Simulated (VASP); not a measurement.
Band structure of WC (space group P-6m2). Calculation: PBE GGA, VASP's PBE PAW potentials (set 64) (plane waves; VASP).

Unless said otherwise, spin-orbit coupling is left out, though it shifts the bands of the heavy elements here.

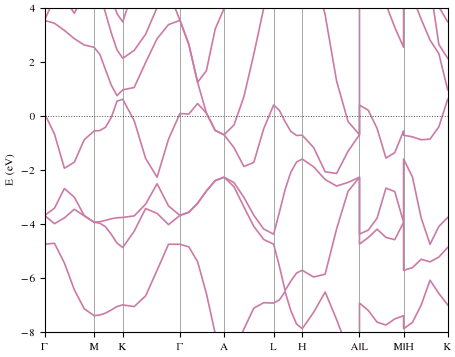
Bands along high-symmetry lines, zero at the valence-band maximum or, without a gap, the Fermi level

Read the plot: is there a gap, and where are the band edges?

It has no gap at this level: it comes out as a metal or semimetal.

The structure comes from a computed database's WC entry; how it stands against other phases isn't given here. The cell was not relaxed at this level.
